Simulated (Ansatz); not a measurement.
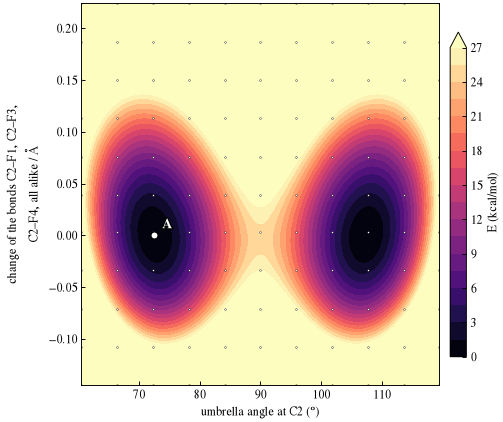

CF3, SMILES F[C](F)F, spin multiplicity 2. Coordinates scanned: (1) umbrella angle at C2 (between each of its bonds and their common axis; 90 is planar); (2) change of the bonds C2–F1, C2–F3, C2–F4, all alike. Nothing is relaxed (all other coordinates rigid). Grid: 11 × 11 points; 66 points were computed and 55 follow by symmetry. Points are written as (first, second). Energies are in kcal/mol, from the lowest grid point. These are results of UKS wB97X-V/def2-SVP (Ansatz 0.2.0), not measurements.

The picture shows filled contours, dots at the grid points, one colour for all values above the top of the scale, the well A. Between grid points the surface is interpolated.

Estimate the position of the minimum and the force constants in these coordinates. Take the well at A.

The interpolated minimum is at the first coordinate ≈ 72.5°, the second coordinate ≈ 0.000 Å. The curvatures there are about 50 eV/rad² and 170 eV/Å², with a cross term of about 14 eV/(rad·Å). Round the minimum the valley is somewhat tilted: raising the first coordinate shifts the best value of the second coordinate downwards (coupling k₁₂/√(k₁₁k₂₂) about 0.2). (1 eV is 23.1 kcal/mol.)
